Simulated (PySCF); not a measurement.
System: C$_{5}$HF$_{3}$.

Input

```
{"job": {"kind": "uv", "xc": "CAM-B3LYP", "basis": "def2-SVPD", "dynamic": true, "nstates": 6, "ntriplets": 0}, "charge": 0, "multiplicity": 1}
C      3.192159    -0.102453    -0.449579
C      1.991197    -0.059488    -0.267120
C      0.637568    -0.016319    -0.059795
C     -0.562295     0.017061     0.125021
C     -2.010736     0.059813     0.356840
F     -2.302393     0.826221     1.406335
F     -2.492982    -1.159009     0.593822
F     -2.649368     0.554909    -0.701741
H      4.254786    -0.137862    -0.610439
```

Command:

```sh
OMP_NUM_THREADS=1 python probes_run.py task.json out
```

Geometry: PBE0-D3(BJ)/def2-SVP.

Level of theory: CAM-B3LYP/def2-SVPD, SCF density, gas phase in PySCF.

### Predict the electron density and electron localisation function between the atoms.

C–C (1.21 Å): ρ at the midpoint is about 2.6 e/Å³; the ELF peaks at about 0.85 between the atoms (a short, multiple covalent bond).
C–F (1.33 Å): ρ at the midpoint is about 2.4 e/Å³; the ELF peaks at about 0.85 between the atoms (a shared but strongly polarised pair).
C–H (1.08 Å): ρ is about 2 e/Å³ halfway; the ELF climbs to about 1 towards the hydrogen, as it does in any bond to H: an ordinary covalent bond to hydrogen.
C–C (1.37 Å): the density is about 2.1 e/Å³ at the midpoint; the ELF peaks at about 0.95 between the atoms; localised, covalent bonding.

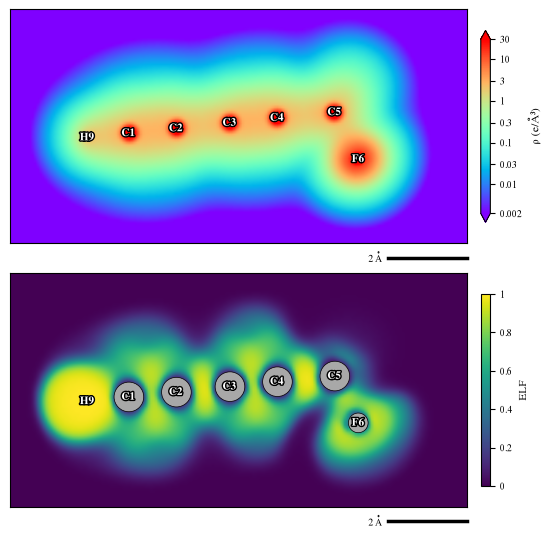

Computed electron density and electron localisation function on the plane of atoms C4, C5 and F6, in this order. Grey discs cover the atomic cores in the ELF map. 
